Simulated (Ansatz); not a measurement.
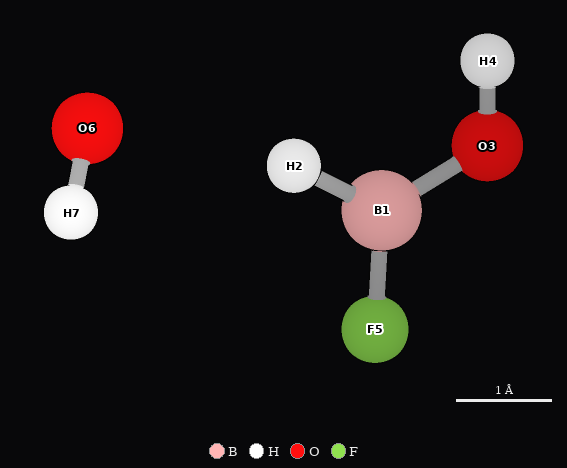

**Figure 1.** The input geometry (ball-and-stick view, seen at a tilt; atoms are numbered from 1 in the order of the input).

Geometry relaxation, with input and output: BH$_{3}$O$_{2}$F (part 1 of 2)

The run: geometry relaxation of BH$_{3}$O$_{2}$F, multiplicity 2. Method and program: UHF/def2-SVP (Ansatz 0.2.0).

It belongs to a series of runs on one base structure; here: end point A relaxed. Figures and captions count atoms from 1; the log counts them from 0 in places.

Input file
```yaml
crystal:
  periodic: [false, false, false]
  atoms:
    - { symbol: B, position_ang: [0.01759, -0.184755, -0.111147] }
    - { symbol: H, position_ang: [0.22135, -0.517989, 1.016341] }
    - { symbol: O, position_ang: [0.948708, -0.220873, -1.066878] }
    - { symbol: H, position_ang: [1.794719, -0.526639, -0.781108] }
    - { symbol: F, position_ang: [-1.18484, 0.237258, -0.439534] }
    - { symbol: O, position_ang: [0.105756, -0.14831, 3.199694] }
    - { symbol: H, position_ang: [-0.818784, -0.391692, 3.234832] }
magnetization:
  spin_polarized: true
  initial_magnetization: 1
basis:
  gaussian: { orbitals: def2-SVP }
hamiltonian:
  xc: hf
relax:
  f_tol: 0.03
  max_steps: 50
output:
  orbitals: {}
```

Run as:
```bash
ansatz run input.yaml --threads 1 --pin off --max-ram 2048MiB --backend cpu --events-out ev --progress --plain --runs-dir out
```

Log
```
The last accepted step is kept in [file] (removed where the run ends without a failure and the disk answers)
Engine: ansatz 0.2.0, aarch64-unknown-linux-gnu
Functional definition: HF
  exchange = exact_x
  correlation = 0
748 factors; integrals over basis functions are off by at most 4.8e-4 eV
mean field evaluation 1: about -7488.2202 eV, gradient 3.1e1 eV
mean field evaluation 2: about -7488.3279 eV, gradient 3.1e1 eV
mean field evaluation 4: about -7494.6464 eV, gradient 4.0e0 eV
mean field evaluation 8: about -7494.8670 eV, gradient 2.5e-1 eV
mean field evaluation 16: about -7494.8684 eV, gradient 1.8e-5 eV
mean field evaluation 32: about -7494.8401 eV, gradient 6.1e-2 eV
mean field evaluation 64: about -7494.8089 eV, gradient 8.2e-2 eV
mean field evaluation 96: about -7493.0573 eV, gradient 1.9e1 eV
mean field -7494.86835400 eV, -275.4313318054 hartree, gradient 2.1e-7 eV, S^2 0.754939; 3 other end points of the search recorded, 0 dependent functions left out
the calculation of the forces begins
reference -7494.86835400 eV, -275.4313318054 hartree; 17, 16 occupied and 54, 55 virtual orbitals, 748 factors
relax step   1: F+E_penalty+E_count = -7494.86835400 eV  Δ(F+E_penalty+E_count) = +0.000e0 eV  max|allowed force component| = 2.332e-1 eV/Å  Δτ_max = 0.0000 Å  (222 SCF iters, accepted)
these checks for a lower state are left out or cut short: starts, cluster_reference, orbital_swaps, neighbouring_geometries, increment
748 factors; integrals over basis functions are off by at most 2.8e-4 eV
mean field evaluation 128: about -7494.8952 eV, gradient 2.2e-5 eV
mean field -7494.89516003 eV, -275.4323169086 hartree, gradient 3.3e-8 eV, S^2 0.754960; 0 other end points of the search recorded, 0 dependent functions left out
[... from here on the field's lines of each further geometry are left out, up to the last ...]
relax step   2: F+E_penalty+E_count = -7494.89516003 eV  Δ(F+E_penalty+E_count) = -2.681e-2 eV  max|allowed force component| = 1.003e0 eV/Å  Δτ_max = 0.1960 Å  (117 SCF iters, accepted)
relax step   3: F+E_penalty+E_count = -7494.90546343 eV  Δ(F+E_penalty+E_count) = -1.030e-2 eV  max|allowed force component| = 9.087e-1 eV/Å  Δτ_max = 0.2000 Å  (174 SCF iters, accepted)
relax step   4: F+E_penalty+E_count = -7494.91055627 eV  Δ(F+E_penalty+E_count) = -5.093e-3 eV  max|allowed force component| = 7.727e-1 eV/Å  Δτ_max = 0.1948 Å  (106 SCF iters, accepted)
relax step   5: F+E_penalty+E_count = -7494.83429371 eV  Δ(F+E_penalty+E_count) = +7.626e-2 eV  max|allowed force component| = 2.682e0 eV/Å  Δτ_max = 0.1989 Å  (115 SCF iters, rejected (line search))
relax step   6: F+E_penalty+E_count = -7494.93332639 eV  Δ(F+E_penalty+E_count) = -2.277e-2 eV  max|allowed force component| = 1.661e-1 eV/Å  Δτ_max = 0.0994 Å  (108 SCF iters, accepted)
relax step   7: F+E_penalty+E_count = -7494.93504600 eV  Δ(F+E_penalty+E_count) = -1.720e-3 eV  max|allowed force component| = 1.093e-1 eV/Å  Δτ_max = 0.0391 Å  (107 SCF iters, accepted)
relax step   8: F+E_penalty+E_count = -7494.93636344 eV  Δ(F+E_penalty+E_count) = -1.317e-3 eV  max|allowed force component| = 9.444e-2 eV/Å  Δτ_max = 0.0262 Å  (105 SCF iters, accepted)
relax step   9: F+E_penalty+E_count = -7494.91256101 eV  Δ(F+E_penalty+E_count) = +2.380e-2 eV  max|allowed force component| = 1.481e0 eV/Å  Δτ_max = 0.1953 Å  (112 SCF iters, rejected (line search))
relax step  10: F+E_penalty+E_count = -7494.93755484 eV  Δ(F+E_penalty+E_count) = -1.191e-3 eV  max|allowed force component| = 1.090e-1 eV/Å  Δτ_max = 0.0260 Å  (108 SCF iters, accepted)
relax step  11: F+E_penalty+E_count = -7494.94016357 eV  Δ(F+E_penalty+E_count) = -2.609e-3 eV  max|allowed force component| = 2.974e-1 eV/Å  Δτ_max = 0.0964 Å  (109 SCF iters, accepted)
relax step  12: F+E_penalty+E_count = -7494.94688659 eV  Δ(F+E_penalty+E_count) = -6.723e-3 eV  max|allowed force component| = 2.276e-1 eV/Å  Δτ_max = 0.0751 Å  (102 SCF iters, accepted)
relax step  13: F+E_penalty+E_count = -7494.95374124 eV  Δ(F+E_penalty+E_count) = -6.855e-3 eV  max|allowed force component| = 5.555e-1 eV/Å  Δτ_max = 0.1775 Å  (94 SCF iters, accepted)
relax step  14: F+E_penalty+E_count = -7494.97596519 eV  Δ(F+E_penalty+E_count) = -2.222e-2 eV  max|allowed force component| = 4.519e-1 eV/Å  Δτ_max = 0.1950 Å  (64 SCF iters, accepted)
relax step  15: F+E_penalty+E_count = -7494.95091420 eV  Δ(F+E_penalty+E_count) = +2.505e-2 eV  max|allowed force component| = 8.557e-1 eV/Å  Δτ_max = 0.1912 Å  (94 SCF iters, rejected (line search))
relax step  16: F+E_penalty+E_count = -7494.99914785 eV  Δ(F+E_penalty+E_count) = -2.318e-2 eV  max|allowed force component| = 1.374e-1 eV/Å  Δτ_max = 0.0937 Å  (97 SCF iters, accepted)
relax step  17: F+E_penalty+E_count = -7495.01271806 eV  Δ(F+E_penalty+E_count) = -1.357e-2 eV  max|allowed force component| = 1.941e-1 eV/Å  Δτ_max = 0.0976 Å  (96 SCF iters, accepted)
relax step  18: F+E_penalty+E_count = -7495.03282726 eV  Δ(F+E_penalty+E_count) = -2.011e-2 eV  max|allowed force component| = 3.687e-1 eV/Å  Δτ_max = 0.1491 Å  (77 SCF iters, accepted)
relax step  19: F+E_penalty+E_count = -7495.03829161 eV  Δ(F+E_penalty+E_count) = -5.464e-3 eV  max|allowed force component| = 9.182e-1 eV/Å  Δτ_max = 0.1985 Å  (101 SCF iters, accepted)
relax step  20: F+E_penalty+E_count = -7495.03935674 eV  Δ(F+E_penalty+E_count) = -1.065e-3 eV  max|allowed force component| = 8.331e-1 eV/Å  Δτ_max = 0.1438 Å  (97 SCF iters, accepted)
relax step  21: F+E_penalty+E_count = -7495.05638648 eV  Δ(F+E_penalty+E_count) = -1.703e-2 eV  max|allowed force component| = 4.362e-1 eV/Å  Δτ_max = 0.0767 Å  (95 SCF iters, accepted)
relax step  22: F+E_penalty+E_count = -7495.06347387 eV  Δ(F+E_penalty+E_count) = -7.087e-3 eV  max|allowed force component| = 1.192e-1 eV/Å  Δτ_max = 0.1007 Å  (102 SCF iters, accepted)
relax step  23: F+E_penalty+E_count = -7495.06685367 eV  Δ(F+E_penalty+E_count) = -3.380e-3 eV  max|allowed force component| = 8.330e-2 eV/Å  Δτ_max = 0.0329 Å  (65 SCF iters, accepted)
relax step  24: F+E_penalty+E_count = -7495.07194525 eV  Δ(F+E_penalty+E_count) = -5.092e-3 eV  max|allowed force component| = 2.090e-1 eV/Å  Δτ_max = 0.1949 Å  (93 SCF iters, accepted)
relax step  25: F+E_penalty+E_count = -7495.06031436 eV  Δ(F+E_penalty+E_count) = +1.163e-2 eV  max|allowed force component| = 7.293e-1 eV/Å  Δτ_max = 0.0794 Å  (94 SCF iters, rejected (line search))
relax step  26: F+E_penalty+E_count = -7495.07485345 eV  Δ(F+E_penalty+E_count) = -2.908e-3 eV  max|allowed force component| = 1.504e-1 eV/Å  Δτ_max = 0.0397 Å  (65 SCF iters, accepted)
relax step  27: F+E_penalty+E_count = -7495.07557130 eV  Δ(F+E_penalty+E_count) = -7.179e-4 eV  max|allowed force component| = 1.933e-1 eV/Å  Δτ_max = 0.0805 Å  (64 SCF iters, accepted)
relax step  28: F+E_penalty+E_count = -7495.07664897 eV  Δ(F+E_penalty+E_count) = -1.078e-3 eV  max|allowed force component| = 2.413e-1 eV/Å  Δτ_max = 0.0593 Å  (65 SCF iters, accepted)
relax step  29: F+E_penalty+E_count = -7495.07739107 eV  Δ(F+E_penalty+E_count) = -7.421e-4 eV  max|allowed force component| = 1.304e-1 eV/Å  Δτ_max = 0.0306 Å  (65 SCF iters, accepted)
relax step  30: F+E_penalty+E_count = -7495.07799307 eV  Δ(F+E_penalty+E_count) = -6.020e-4 eV  max|allowed force component| = 9.156e-2 eV/Å  Δτ_max = 0.0250 Å  (64 SCF iters, accepted)
the calculation of the forces begins
reference -7495.07826296 eV, -275.4390458174 hartree; 17, 16 occupied and 54, 55 virtual orbitals, 748 factors
relax step  31: F+E_penalty+E_count = -7495.07826296 eV  Δ(F+E_penalty+E_count) = -2.699e-4 eV  max|allowed force component| = 2.693e-2 eV/Å  Δτ_max = 0.0245 Å  (64 SCF iters, accepted)
748 factors; integrals over basis functions are off by at most 4.9e-4 eV
mean field evaluation 640: about -7495.0783 eV, gradient 6.6e-6 eV
mean field evaluation 672: about -7495.0318 eV, gradient 1.0e-1 eV
mean field evaluation 704: about -7494.9917 eV, gradient 2.2e0 eV
mean field evaluation 736: about -7495.0045 eV, gradient 8.8e-2 eV
```

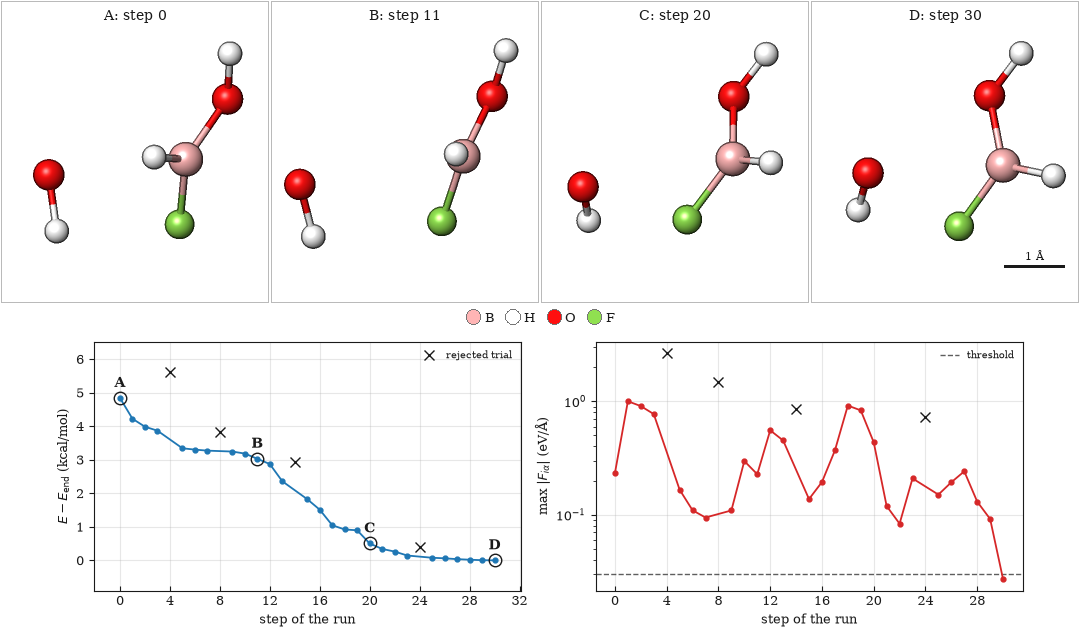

**Figure 2.** Frames of the relaxation (ball-and-stick view, seen at a tilt) above the curves, on which the letters mark them (the first geometry is step 0 here and step 1 in the log).

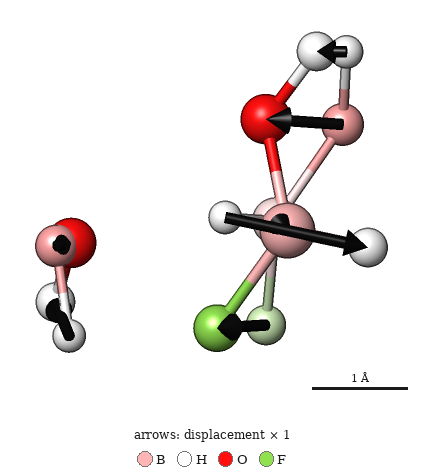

**Figure 3.** Start (faint) and end (solid) with the displacements as black arrows, at true length (ball-and-stick view, seen at a tilt). The two geometries are laid on each other by the best rigid fit. The atom that moves furthest after the best rigid fit is H2 (1.54 Å). By element the largest moves are H 1.54 Å, O 0.83 Å, F 0.80 Å, B 0.32 Å. Distances before and after: B1–F5 1.316 → 1.323 Å. After 30 geometry steps the energy has fallen by 4.84 kcal/mol. Largest force component: 0.23 eV/Å at the start, 0.027 eV/Å at the end. The line search rejected the trial steps at points 4, 8, 14, 24 (counted from 0) and went back. (Atoms are counted from 1 in the order of the input.)

```
mean field -7495.07826296 eV, -275.4390458174 hartree, gradient 5.9e-7 eV, S^2 0.755025; 3 other end points of the search recorded, 0 dependent functions left out
the calculation of the forces begins
reference -7495.07826296 eV, -275.4390458174 hartree; 17, 16 occupied and 54, 55 virtual orbitals, 748 factors
Total energy: -7495.07826296 eV, -275.4390458174 hartree
Atom 0 at    -0.009106    -0.566696     0.044851 Å, force     0.008936     0.006390    -0.002322 eV/Å
Atom 1 at     0.161188    -1.742643     0.170437 Å, force    -0.003894    -0.008756     0.002332 eV/Å
Atom 2 at     0.907205     0.269736    -0.443525 Å, force     0.001281    -0.003651     0.000913 eV/Å
Atom 3 at     1.738251    -0.126701    -0.650026 Å, force    -0.005183     0.005380     0.001779 eV/Å
Atom 4 at    -1.185348    -0.054905     0.370205 Å, force    -0.002993     0.000749    -0.001104 eV/Å
Atom 5 at     0.143886     0.050830     2.952132 Å, force    -0.025081     0.011156    -0.011116 eV/Å
Atom 6 at    -0.671577     0.417379     2.608125 Å, force     0.026934    -0.011269     0.009517 eV/Å
Dipole moment:     0.166477    -0.157095    -0.213510 e Å
```
